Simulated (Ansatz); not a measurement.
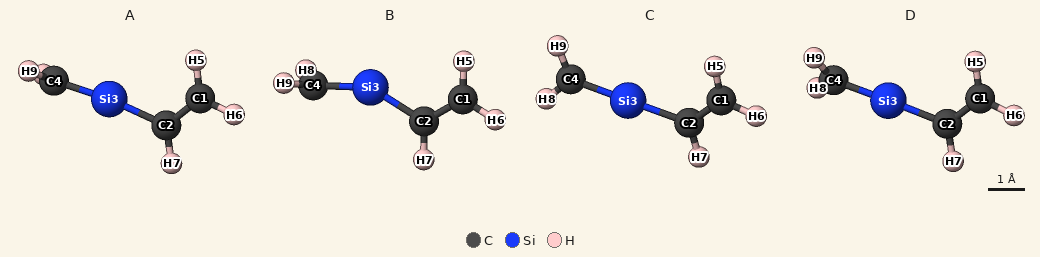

4 geometries from one relaxation of C₃H₅Si (charge +1), in shuffled order. The picture is a ball-and-stick view, seen at a tilt.

Theory: RKS PBE0-D4/def2-TZVP in Ansatz. Set-up: force threshold 0.005 eV/Å; at most 200 steps.

> Put them in the order of the run, from the start to the converged end.

C, D, A, B. They are steps 0, 6, 10, 19, at +0.388 eV, +0.172 eV, +0.046 eV relative to the last. H9 moves most after the best rigid fit: 1.14 Å. Largest moves by element: H 1.14 Å, Si 0.41 Å, C 0.21 Å. Among the contacts that change: C2–Si3 1.850 → 1.798 Å, Si3–C4 1.738 → 1.692 Å, C1–H5 1.079 → 1.085 Å, C2–H7 1.092 → 1.087 Å. Among the angles between lasting bonds that change: C2–Si3–C4 179.7° → 149.5°, C1–C2–Si3 125.3° → 120.0°, C1–C2–H7 119.2° → 122.1°. After 16 accepted moves (19 points after the start) the energy has fallen by 0.388 eV. Largest force component: 2 eV/Å at the start, 0.003 eV/Å at the end. The line search rejected the trial steps at points 2, 8, 14 of the run.
